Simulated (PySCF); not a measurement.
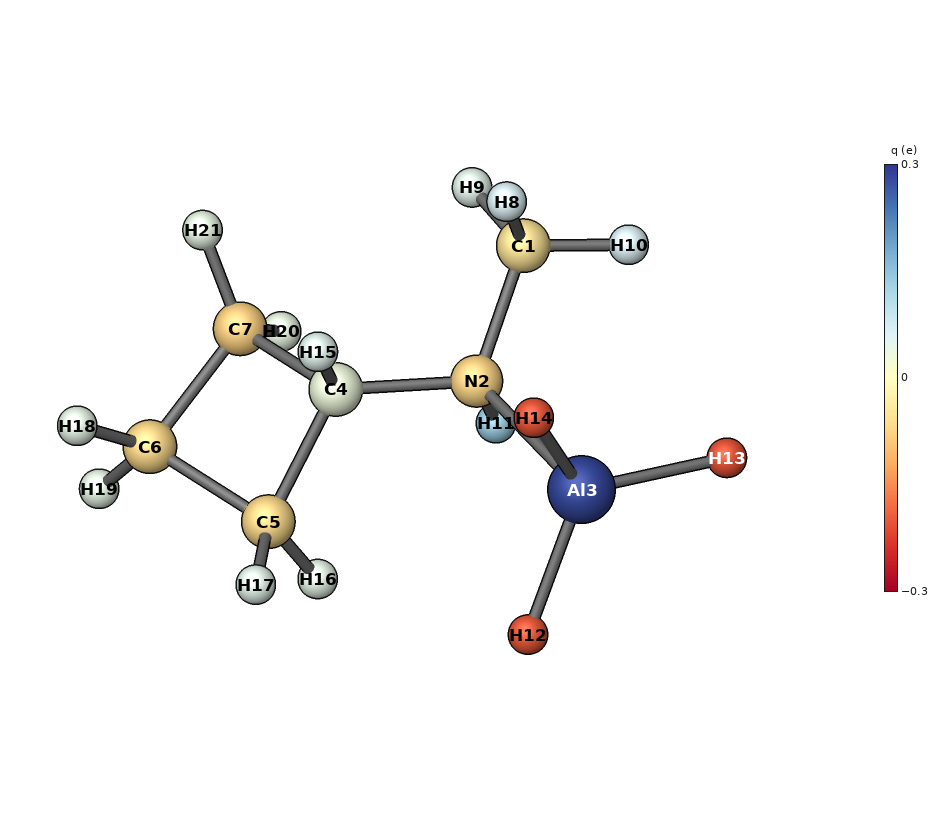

Atoms are coloured by their Hirshfeld charges. The geometry was computed by an optimisation with PBE0-D3(BJ)/def2-SVP. No frequency run is at hand to confirm it as a minimum. Level of theory: PBE0/pcSseg-1, gas phase (PySCF 2.14.0).

**Which atom carries the highest charge (most positive or least negative)?**

Al3 (0.28 e).

**And the lowest?**

H12, H13, H14 (−0.20 e).

List the Hirshfeld charges.

```tsv
atom	value (e)
C1	−0.05
N2	−0.07
Al3	0.28
C4	0.03
C5	−0.06
C6	−0.06
C7	−0.07
H8	0.06
H9	0.05
H10	0.06
H11	0.14
H12	−0.20
H13	−0.20
H14	−0.20
H15	0.05
H16	0.04
H17	0.05
H18	0.04
H19	0.04
H20	0.04
H21	0.04
```
